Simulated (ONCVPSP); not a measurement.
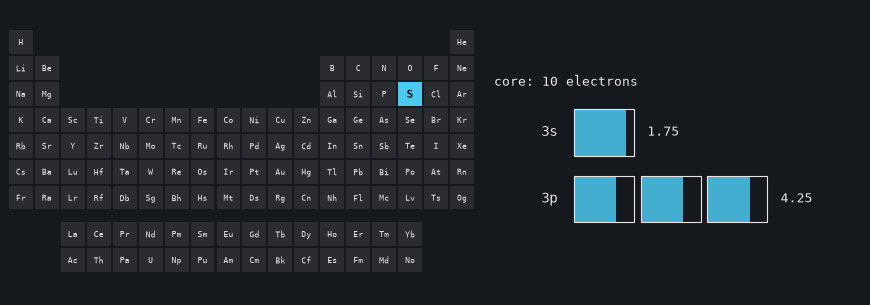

*Left, the place of sulfur in the periodic table; right, the valence shells of the reference configuration: a box for each of the 2l + 1 orbitals, shaded by the share of the shell that is filled, with the electron count at the right.*

**Pseudopotential generation for S**

Sulfur (S, Z = 16), core [Ne], reference valence 3s1.75 3p4.25, valence charge 6. Computed at this level: ONCV potential, LDA (Perdew-Zunger), scalar-relativistic, made with ONCVPSP 4.0.1.

Output (extracts):
```
ONCVPSP  (Optimized Norm-Conservinng Vanderbilt PSeudopotential)
scalar-relativistic version 4.0.1

#   n    l    f        energy (Ha)
    1    0    2.00    -8.8109117E+01
    2    0    2.00    -7.7595989E+00
    2    1    6.00    -5.7647183E+00
    3    0    1.75    -6.4156629E-01
    3    1    4.25    -2.6647670E-01

Reference configufation results
  iterations    23
  all-electron total energy (Ha)   -3.97737078D+02

Begin loop to  construct optimized pseudo wave functions
and semi-local pseudopoentials for all angular momenta

   Wellstate for l =  0  n =  5
     eigenvalue =   2.6584
     asymptotic potential =   3.1584
     half-point radius =  3.1136

Calculating optimized projector #   1

 for l=   0

    Fraction of norm inside rc  0.194229
    Optimizing pswf for qcut=   5.70 a_B^-1,  ecut=  16.25 Ha
    Residual kinetic energy error=  3.39D-04 Ha

    Energy error per electron        Cutoff
         Ha          eV             Ha
         0.01000     0.27211        9.09
         0.00100     0.02721       12.93
         0.00010     0.00272       67.24

Calculating optimized projector #   2

 for l=   0

    Fraction of norm inside rc  0.073418
    Optimizing pswf for qcut=   5.70 a_B^-1,  ecut=  16.25 Ha
    Residual kinetic energy error=  8.80D-03 Ha

    Energy error per electron        Cutoff
         Ha          eV             Ha
         0.01000     0.27211       12.45
         0.00100     0.02721       90.78
         0.00010     0.00272      144.04

Calculating optimized projector #   1

 for l=   1

    Fraction of norm inside rc  0.124482
    Optimizing pswf for qcut=   6.79 a_B^-1,  ecut=  23.05 Ha
    Residual kinetic energy error=  1.72D-03 Ha

    Energy error per electron        Cutoff
         Ha          eV             Ha
         0.01000     0.27211        4.42
         0.00100     0.02721       46.21
         0.00010     0.00272      146.94
         0.00001     0.00027      192.74

Construct Vanderbilt / Kleinmman-Bylander projectors

B matrix Hermiticity error, ll=   0
   1   2   -1.8708E-04

  Orthonormal projector coefficients  1.7230E+01  3.8096E+00

Model core correction analysis
  based on d2Exc/dn_idn_j

d2excae - all-electron derivatives

   -6.049887D-03   -3.748371D-03
   -3.748474D-03   -2.385092D-03

d2excps - pseudofunction derivatives with no core correction

   -1.039876D-02   -6.609306D-03
   -6.610158D-03   -4.225834D-03

rms 2nd derivative error    3.109469E-03

Polynomial model core charge

d2excps - pseudofunction derivatives with core correction

   -6.626120D-03   -4.129085D-03
   -4.129390D-03   -2.578219D-03

rms 2nd derivative error    4.060119E-04

Pseudoatom total energy  -10.060732

Diagnostic tests using Vanderbilt-Kleinman-Bylander pseudopotentials
  1 or more projectors used as specified by nproj input data

   l    rcore       rmatch      e in        delta e   norm test  slope test

   0   1.1537192   1.1887486  -0.6415663  -0.0000675   0.9999476   1.0002300
   0   1.1537192   1.1887486   2.6584337   0.0008489   1.0001900   1.0001900

   1   1.1537192   1.1887486  -0.2664767   0.0000099   1.0000214   1.0000108

 Testing for bound ghosts
   n   l    E NL Schr. Eq   E Basis Diag.   E Cutoff

   1   0       -0.641634       -0.602546     93.09

   2   1       -0.266467       -0.175138    164.92

 Testing for highly-localized positive-energy ghosts
       l    <radius>/rc     E Basis Diag.   E Cutoff

       0        0.470668        5.611276     93.09  WARNING - GHOST(+)

Test configuration 0

   n   l     f        eae           eps        diff
   1   0  2.0000  -88.10911740
   2   0  2.0000   -7.75959887
   2   1  6.0000   -5.76471832
   3   0  1.7500   -0.64156629   -0.64163377   -6.75D-05
   3   1  4.2500   -0.26647670   -0.26646678    9.92D-06

    Total energies and differences
      AE_ref= -3.97737078D+02  AE_tst= -3.97737078D+02  dif=  0.00D+00
      PS_ref= -1.00607319D+01  PS_tst= -1.00607319D+01  dif= -1.78D-15
      PSP excitation error=  1.78D-15

Test configuration 1

   n   l     f        eae           eps        diff
   1   0  2.0000  -88.09593962
   2   0  2.0000   -7.74654427
   2   1  6.0000   -5.75184792
   3   0  2.0000   -0.63518121   -0.63530355   -1.22D-04
   3   1  4.0000   -0.26136258   -0.26137396   -1.14D-05

    Total energies and differences
      AE_ref= -3.97737078D+02  AE_tst= -3.97830689D+02  dif= -9.36D-02
      PS_ref= -1.00607319D+01  PS_tst= -1.01543691D+01  dif= -9.36D-02
      PSP excitation error=  2.55D-05

Test configuration 2

   n   l     f        eae           eps        diff
   1   0  2.0000  -88.53589226
   2   0  2.0000   -8.17718691
   2   1  6.0000   -6.18353170
   3   0  2.0000   -1.01548600   -1.01511105    3.75D-04
   3   1  3.0000   -0.62046054   -0.62009360    3.67D-04

    Total energies and differences
      AE_ref= -3.97737078D+02  AE_tst= -3.97394746D+02  dif=  3.42D-01
      PS_ref= -1.00607319D+01  PS_tst= -9.71853650D+00  dif=  3.42D-01
      PSP excitation error=  1.36D-04

Test configuration 3

   n   l     f        eae           eps        diff
   1   0  2.0000  -89.06810496
   2   0  2.0000   -8.69059595
   2   1  6.0000   -6.69895113
   3   0  2.0000   -1.44787833   -1.44648561    1.39D-03
   3   1  2.0000   -1.03177995   -1.03063526    1.14D-03

    Total energies and differences
      AE_ref= -3.97737078D+02  AE_tst= -3.96572547D+02  dif=  1.16D+00
      PS_ref= -1.00607319D+01  PS_tst= -8.89700969D+00  dif=  1.16D+00
      PSP excitation error=  8.09D-04

Test configuration 4

   n   l     f        eae           eps        diff
   1   0  2.0000  -89.68380196
   2   0  2.0000   -9.27640183
   2   1  6.0000   -7.28789038
   3   0  2.0000   -1.92139919   -1.91861059    2.79D-03
   3   1  1.0000   -1.48530465   -1.48326320    2.04D-03

    Total energies and differences
      AE_ref= -3.97737078D+02  AE_tst= -3.95317273D+02  dif=  2.42D+00
      PS_ref= -1.00607319D+01  PS_tst= -7.64326868D+00  dif=  2.42D+00
      PSP excitation error=  2.34D-03
```

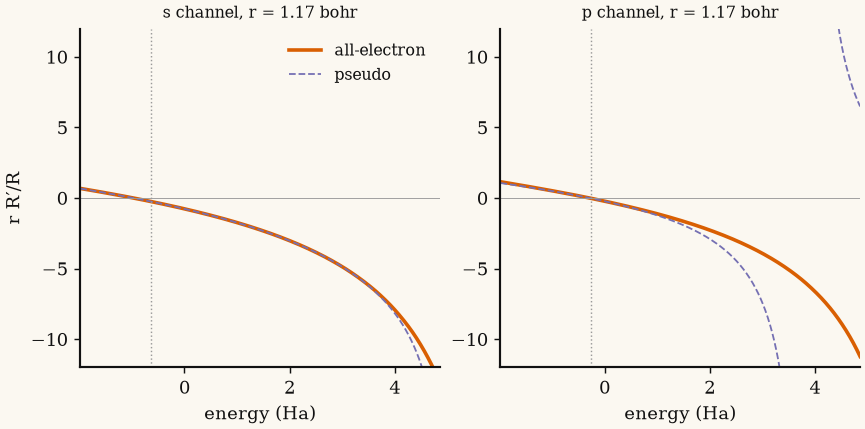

*Logarithmic derivatives r R′/R at the test radius against energy, all-electron atom (solid) and pseudo-atom (dashed). Here R(r) is the radial function. The dotted line marks the reference energy of the channel. Not drawn: d: not judged; f: not judged.*

- Zeros of the logarithmic derivative: s: all-electron -1.0 Ha, pseudo -1.0 Ha; p: all-electron -0.3 Ha, pseudo -0.3 Ha.
- Poles, where the radial function vanishes at the test radius: s: all-electron at no energy in the range, pseudo at no energy in the range; p: all-electron at no energy in the range, pseudo at 3.9 Ha.

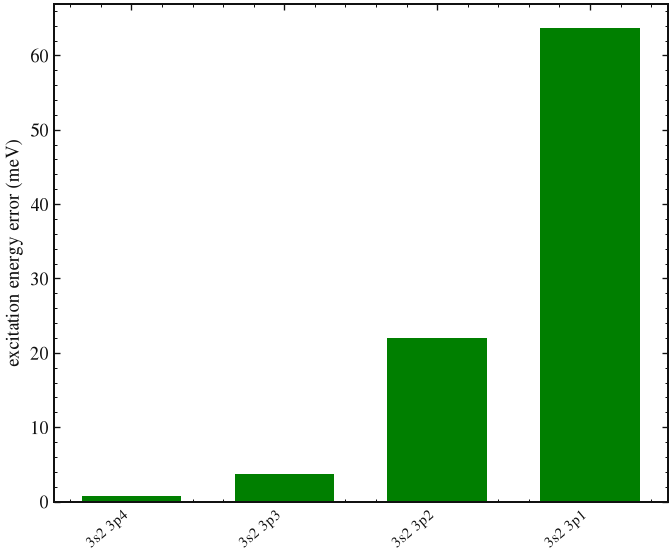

*Errors, all-electron minus pseudo, of the energies of valence configurations relative to the unpolarised reference 3s1.75 3p4.25.*

- Worst configuration: 3s2 3p1 (charge +3): the error is +64 meV on an all-electron energy of +65.85 eV relative to the reference, or 0.097 %.
- Errors in meV: 3s2 3p4: +0.7; 3s2 3p3: +3.7; 3s2 3p2: +22; 3s2 3p1: +64.

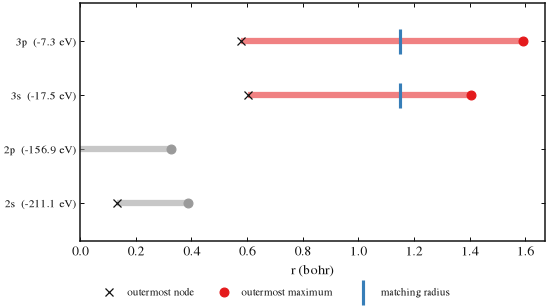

*Outer shells of the all-electron reference atom: each bar runs from the outermost node (or the nucleus) to the outermost maximum of u(r); the tick is the radius chosen for the pseudo-wave. Shells without a tick have no pseudo-wave of their own. Levels, nodes and maxima are from ld1.x, scalar-relativistic.*

- Radii against the shells: 3s: 1.15 bohr, between node and maximum; 3p: 1.15 bohr, between node and maximum.

The input:
```
# ATOM AND REFERENCE CONFIGURATION
# atsym  z   nc   nv     iexc    psfile
  S 16.00    3    2        3      upf
#
#   n    l    f
    1    0    2.00
    2    0    2.00
    2    1    6.00
    3    0    1.75
    3    1    4.25
#
# PSEUDOPOTENTIAL AND OPTIMIZATION
# lmax
    1
#
#   l,   rc,      ep,       ncon, nbas, qcut
    0    1.15    0.00    3    6    5.70
    1    1.15    0.00    4    8    6.80
#
# LOCAL POTENTIAL
# lloc, lpopt,  rc(5),   dvloc0
    4    5    1.05    0.00
#
# VANDERBILT-KLEINMAN-BYLANDER PROJECTORs
# l, nproj, debl
    0    2    3.30
    1    1    2.40
#
# MODEL CORE CHARGE
# icmod, fcfact, rcfact
    1    0.70    0.00
#
# LOG DERIVATIVE ANALYSIS
# epsh1, epsh2, depsh
   -2.00    5.00    0.02
#
# OUTPUT GRID
# rlmax, drl
    6.00    0.01
#
# TEST CONFIGURATIONS
# ncnf
    4
# nvcnf
#   n    l    f
    2
    3    0    2.00
    3    1    4.00
#
    2
    3    0    2.00
    3    1    3.00
#
    2
    3    0    2.00
    3    1    2.00
#
    2
    3    0    2.00
    3    1    1.00
#
```

Run as:
```bash
oncvpsp.x < S.dat > S.out
```

Results in brief:

- outcome: generated
- cutoffs needed: 46 Ha and 147 Ha (the cutoffs at which the residual kinetic energy of the hardest occupied pseudo-wave falls to 1 and 0.1 mHa per electron)
- ghost test: no bound ghost flagged; GHOST(+) flagged for s at 152.7 eV
- largest excitation error: +64 meV (all-electron minus pseudo) for 3s2 3p1, out of 4 test configurations
- rms error of d²Exc/dni dnj: 3.11 mHa without and 0.41 mHa with the model core
- range over which the phases arctan(r R′/R) at the test radius agree within 0.05 rad (a looser test near the poles than one of phase shifts): s: over the whole range computed; p: up to about 1.1 Ha; d: not judged, local potential alone; f: not judged, local potential alone
- hardware: 1 CPU thread, shared host
- wall time: 1.2 s
